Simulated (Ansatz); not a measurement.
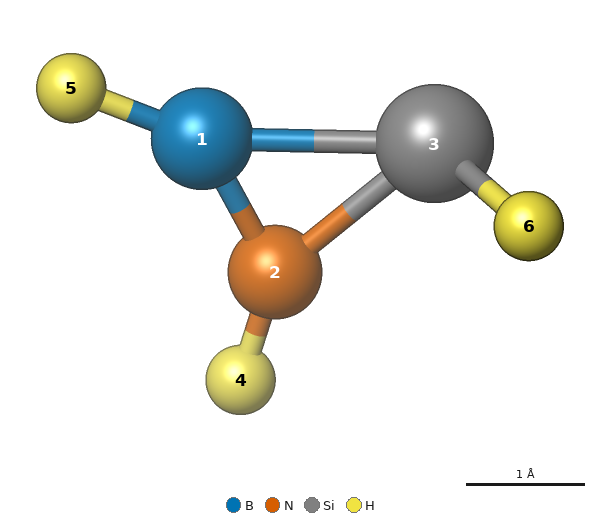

Orthographic view. Depth is shown by fading: the farther an atom, the more it takes the colour of the background. Charge 0, doublet. The computed structure is the end point of a PBE-D4/def2-SVP optimisation. No frequency run is at hand to confirm it as a minimum.

Write a Z-matrix (Å, degrees) in the order of the atom numbers, with these reference atoms: 2 to 1; 3 to 2, 1; 4 to 2, 1, 3; 5 to 1, 2, 4; 6 to 3, 2, 4.

```
B  
N    1   1.383
Si   2   1.818   1    75.1
H    2   1.026   1   136.7   3   175.8
H    1   1.207   2   139.1   4    -4.4
H    3   1.530   2   108.3   4   -55.5
```
